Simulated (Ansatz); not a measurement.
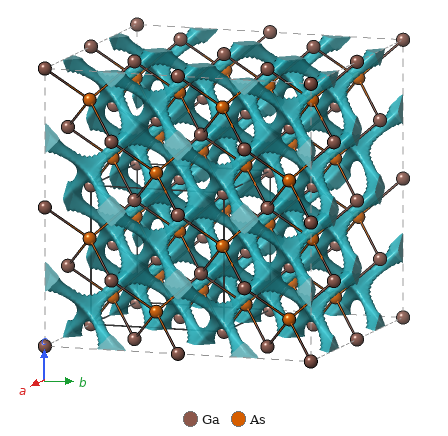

The teal surface encloses the points that the centre of a probe sphere of radius 0.90 Å can occupy in GaAs in space group F-43m, computed on a grid of about 0.16 Å (2×2×2 cells shown, view slightly off an axis; pale faces close the region where the box cuts it).

The atoms' radii are covalent radii (Cordero): Ga 1.22 Å, As 1.19 Å.

Origin of the cell: a calculation's input that goes back to an entry of the Crystallography Open Database (an earlier step may have relaxed or displaced it).

Space group F-43m (No. 216). a = 5.654 Å, b = 5.654 Å, c = 5.654 Å, α = 90.00°, β = 90.00°, γ = 90.00°
```json
{"atom": "Ga", "site": "4a", "symmetry": "-43m", "x": "0.0000", "y": "0.0000", "z": "0.0000"}
{"atom": "As", "site": "4c", "symmetry": "-43m", "x": "0.2500", "y": "0.7500", "z": "0.7500"}
```

> Do these regions connect?

Where they connect, they form a three-dimensional network.

> What share of the cell can the probe's centre reach?

About 5.2 % of the volume (9.5 Å³ of 180.7 Å³).

> Give the largest included and the largest free sphere.

The largest sphere that fits anywhere has a diameter of 2.52 Å; the largest that can travel through the crystal, about 2.2 Å.

> How does the connectivity change as the probe shrinks?

Below a radius of about 1.09 Å the space forms a three-dimensional network. These are grid estimates, good to about 0.05 Å.
